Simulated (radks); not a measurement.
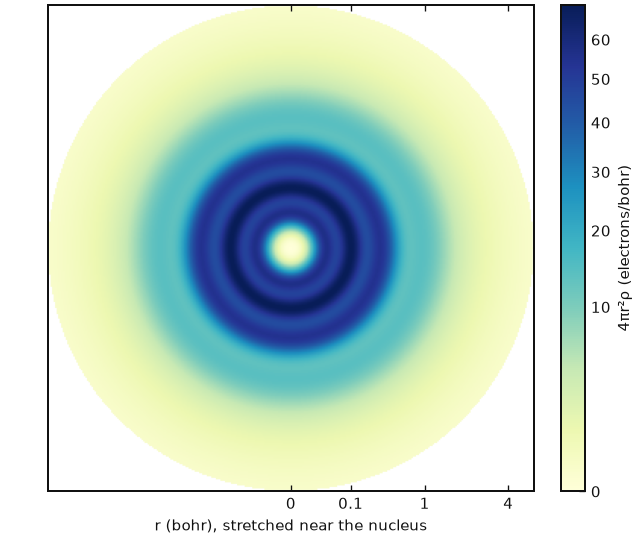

The radial density 4πr²ρ as a disc about the nucleus, with the radius drawn as r to the power 0.35. There are 4 maxima, at r = 0.0236, 0.103, 0.317 and 0.941 bohr, parted by minima at 0.0472, 0.206 and 0.752 bohr, inside which lie 2.1, 11.1 and 29.2 electrons. The outermost maximum rises little above the minimum before it. The configuration has 5 principal shells, so not every shell has a maximum of its own.

# Atomic calculation, with input and output: Ru

A free Ru atom in the configuration [Kr] 4d6.5 5s1 5p0.5 (open shells shared over both j by 2j + 1). Computed at this level: Dirac Kohn-Sham, LDA (Slater exchange, Perdew-Zunger correlation), spin-unpolarised, spherical densities, finite nucleus (the in-house radial solver radks).

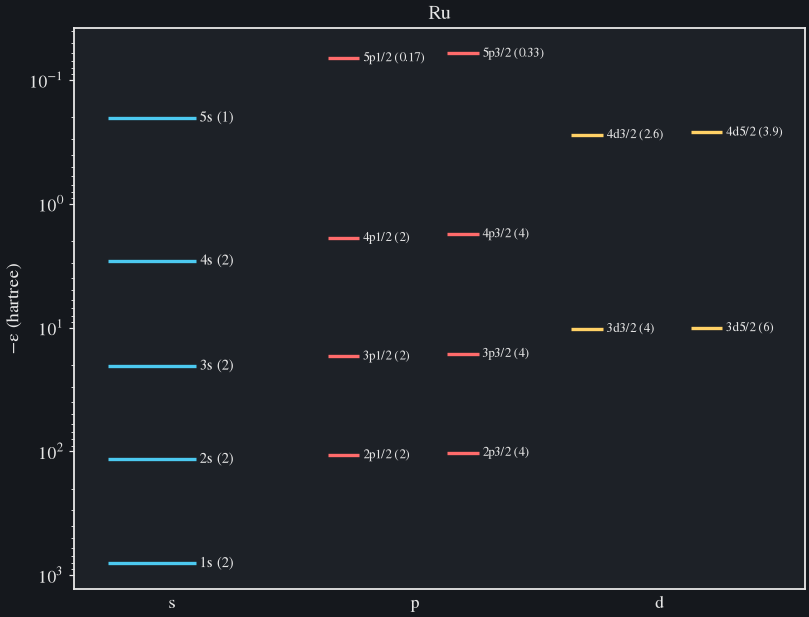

All occupied levels, on a logarithmic scale of binding energy, are drawn (occupations in brackets, the lower j at the left of each column). The highest occupied level is 5p3/2 at −0.0611 hartree. The highest 3 occupied levels, from the top down, are 5p3/2 (−0.0611 hartree), 5p1/2 (−0.0665 hartree), 5s (−0.203 hartree). Spin-orbit splittings: 5p 0.00534 hartree, 4d 0.0126 hartree, 4p 0.127 hartree, 3d 0.159 hartree.

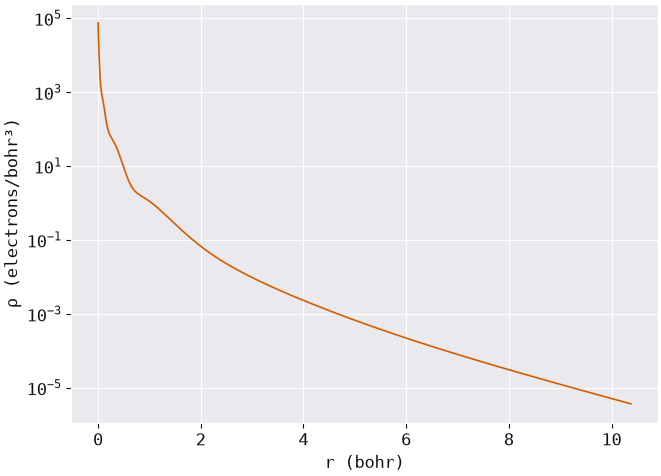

The electron density ρ(r) on a logarithmic scale. The density falls from 76000 electrons/bohr³ at the inner end (r = 0.0011 bohr) to 0.001 at r = 4.66 bohr, a common measure of the size of an atom or ion. The highest occupied orbital, 5p3/2 (⟨r⟩ = 4.74 bohr, −1.66 eV), is also the most diffuse and sets the fall-off far out: over the last part drawn ln ρ falls by 0.89 per bohr, against 2√(−2ε) = 0.70 for the pure exponential. The steps in the slope mark the shells; the radial density has its minima at 0.047, 0.21 and 0.75 bohr.

These pictures come from the run below.

## Input file
```
Z 44
configuration [Kr] 4d6.5 5s1 5p0.5
relativity Dirac
functional lda,pz
spin unpolarised
j_filling average
nucleus finite rms 4.4809 fm
c 137.035999084
```

Energies in input and log are in hartree, lengths in bohr (the nuclear radius in fm).

Launched within a batch (the task file carries these settings):
```bash
python <driver script> task.json out
```

## Output
```
1s1/2   1   2.0000        -804.76217103
2s1/2   1   2.0000        -115.79339237
2p1/2   1   2.0000        -107.07544803
2p3/2   1   4.0000        -102.27196122
3s1/2   1   2.0000         -20.44826486
3p1/2   1   2.0000         -17.06265814
3p3/2   1   4.0000         -16.24711650
3d3/2   1   4.0000         -10.22970832
3d5/2   1   6.0000         -10.07063770
4s1/2   1   2.0000          -2.89520488
4p1/2   1   2.0000          -1.88158060
4p3/2   1   4.0000          -1.75463181
4d3/2   1   2.6000          -0.27760314
4d5/2   1   3.9000          -0.26504540
5s1/2   1   1.0000          -0.20270988
5p1/2   1   0.1667          -0.06645123
5p3/2   1   0.3333          -0.06110748
Etot -4526.896503096048
Ekin 4709.289829731579
Encl -10951.848654516914
Eh 1844.6532393439732
Exc -128.99091765468546
err 1.9796394771342147e-09
it 14
```

## Orbitals

| orbital | occupation | energy (eV) | ⟨r⟩ (bohr) | outer maximum (bohr) |
| --- | --- | --- | --- | --- |
| 1s | 2 | −21898.7 | 0.03347 | 0.0217 |
| 2s | 2 | −3150.9 | 0.1455 | 0.123 |
| 2p1/2 | 2 | −2913.7 | 0.1237 | 0.0955 |
| 2p3/2 | 4 | −2783.0 | 0.1285 | 0.0995 |
| 3s | 2 | −556.426 | 0.4032 | 0.362 |
| 3p1/2 | 2 | −464.299 | 0.3962 | 0.349 |
| 3p3/2 | 4 | −442.107 | 0.4069 | 0.358 |
| 3d3/2 | 4 | −278.365 | 0.3824 | 0.299 |
| 3d5/2 | 6 | −274.036 | 0.3859 | 0.302 |
| 4s | 2 | −78.783 | 1.016 | 0.913 |
| 4p1/2 | 2 | −51.200 | 1.103 | 0.963 |
| 4p3/2 | 4 | −47.746 | 1.135 | 0.988 |
| 4d3/2 | 2.6 | −7.554 | 1.630 | 1.20 |
| 4d5/2 | 3.9 | −7.212 | 1.654 | 1.21 |
| 5s | 1 | −5.516 | 3.214 | 2.64 |
| 5p1/2 | 0.167 | −1.808 | 4.565 | 3.52 |
| 5p3/2 | 0.333 | −1.663 | 4.741 | 3.66 |

## Slater integrals of the outer shells (hartree)

| integral | value |
| --- | --- |
| F0(5p3/2,5p3/2) | 0.1917 |
| F2(5p3/2,5p3/2) | 0.0979 |
| F0(5p3/2,5p1/2) | 0.1953 |
| F2(5p3/2,5p1/2) | 0.0996 |
| G0(5p3/2,5p1/2) | 0.1948 |
| G2(5p3/2,5p1/2) | 0.0995 |
| F0(5p3/2,5s1/2) | 0.2235 |
| G1(5p3/2,5s1/2) | 0.1287 |

## Summary

| quantity | value |
| --- | --- |
| outcome | converged |
| total energy | −4526.8965 hartree |
| kinetic energy | 4709.2898 hartree |
| electron–nucleus energy | −10951.8487 hartree |
| Hartree energy | 1844.6532 hartree |
| exchange–correlation energy | −128.990918 hartree |
| radius at density 0.001 e/bohr³ | 4.66 bohr |
| SCF iterations | 14 |
| hardware | 1 CPU thread, shared host |
